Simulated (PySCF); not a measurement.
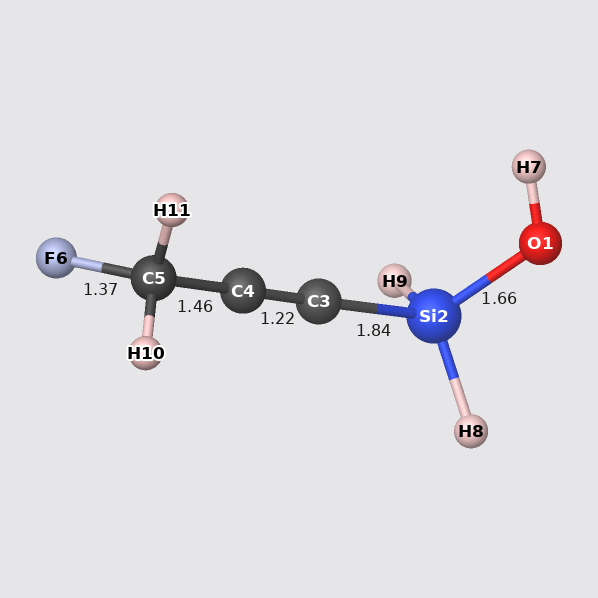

Bond lengths are marked in Å; every bond is drawn as one stick. The geometry was computed by an optimisation with PBE0-D3(BJ)/def2-SVP. No frequency run is at hand to confirm it as a minimum.

### Assign a bond order to each marked bond.

O1–Si2 single; Si2–C3 single; C3–C4 triple; C4–C5 single; C5–F6 single.

### Write the SMILES.

O[SiH2]C#CCF
